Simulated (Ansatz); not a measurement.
# H6SSiSn: the cost of one run

Program: Ansatz 0.2.0, Gaussian basis. Level of theory: the settings change from run to run. These are calculated values, not measurements.

**1. The relaxed structure**

The geometry comes from an earlier relaxation with PBE0-D4 in a triple-zeta def2 set; it is a stationary point, not always the lowest conformer. Sn takes a core potential in def2 sets; no spin-orbit term is included.

9 atoms, charge 0, spin multiplicity 1.

Atoms are counted from 1 here; the program's logs count them from 0.

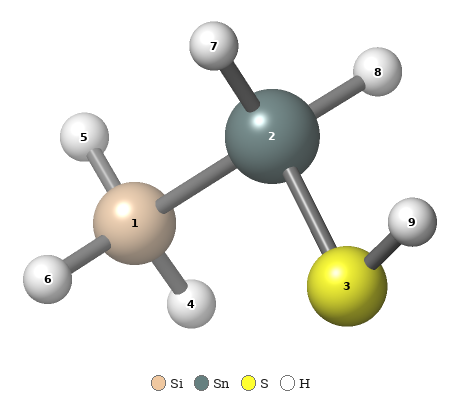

The geometry (silicon light orange, tin teal, sulfur yellow, hydrogen white); atoms are numbered from 1 in the order of the file.

**2. B2PLYP/ANO-RCC-VTZP**

Options: charge +1, multiplicity 2.

in.yaml

```yaml
crystal:
  periodic: [false, false, false]
  atoms:
    - {symbol: Si, position_ang: [-1.046929, 0.994966, -0.930068]}
    - {symbol: Sn, position_ang: [0.770022, -0.527157, 0.036722]}
    - {symbol: S, position_ang: [0.161693, -0.863703, 2.348884]}
    - {symbol: H, position_ang: [-2.370363, 0.334442, -0.797318]}
    - {symbol: H, position_ang: [-0.767228, 1.251347, -2.367169]}
    - {symbol: H, position_ang: [-1.058480, 2.284640, -0.193936]}
    - {symbol: H, position_ang: [2.330002, 0.172655, -0.008214]}
    - {symbol: H, position_ang: [0.843706, -2.056482, -0.725745]}
    - {symbol: H, position_ang: [1.225877, -1.637111, 2.619944]}
basis:
  gaussian: {orbitals: ANO-RCC-VTZP}
total_charge: 1
magnetization: {spin_polarized: true, initial_magnetization: 1}
hamiltonian: {xc: {name: B2PLYP}}
output: {forces: true}
```

Command:

```bash
$ ansatz run in.yaml --threads 2 --pin off --events-out ev --progress --plain --max-ram 4352MiB
```

What time and memory should one allow on 2 threads of AMD EPYC, shared host?

About 2.7 min, with a peak of 1.2 GiB.
